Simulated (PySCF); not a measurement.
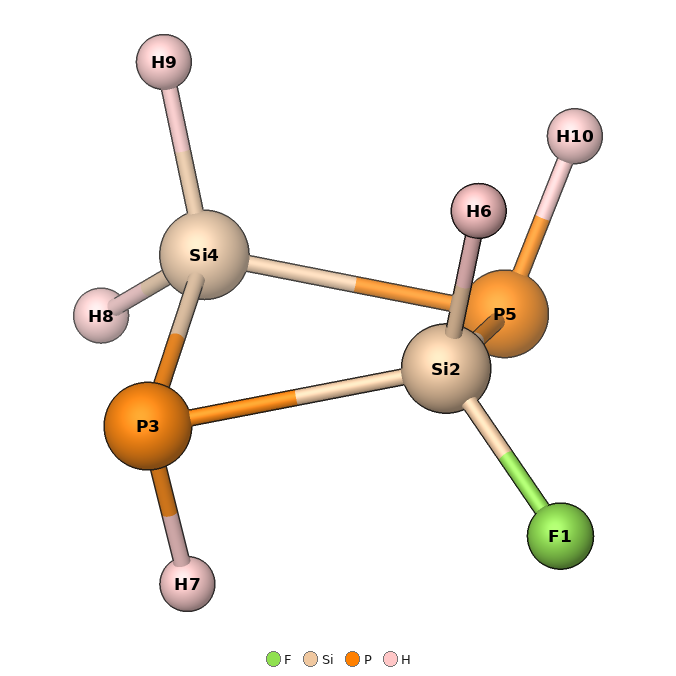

Atoms fade into the background with distance from the viewer. The geometry was computed by an optimisation with PBE0-D3(BJ)/def2-SVP. No frequency run is at hand to confirm it as a minimum.

> What is the conformation of the ring Si2–P3–Si4–P5?

It is puckered (butterfly). The Cremer–Pople amplitude Q is 0.46 Å.

> Give the torsion angles round the ring, beginning with the bond from its second to its third atom.

23°, −23°, 24°, −24°.
